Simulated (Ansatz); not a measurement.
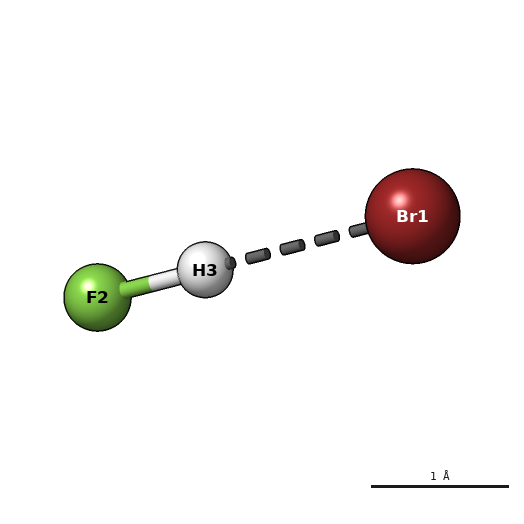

Two molecules or ions; the broken line marks their closest contact (measured against van der Waals radii). The species has charge −1 and is a spin singlet. Geometry: a pair of rigid molecules at a changed separation. Program: Ansatz 0.2.0.

Which two species are they?

Answer. Br and HF (`F.[Br-]`).

How long is the contact?

Answer. Br1···H3 is 1.87 Å.

Give the counterpoise-corrected interaction energy (kJ/mol, monomers kept as in the pair) with RHF-CCSD(T) (frozen core)/def2-TZVPPD; ωB97M-V/def2-TZVPPD.

```csv
level,interaction energy (kJ/mol)
RHF-CCSD(T) (frozen core)/def2-TZVPPD,−75.0
ωB97M-V/def2-TZVPPD,−81.4
```
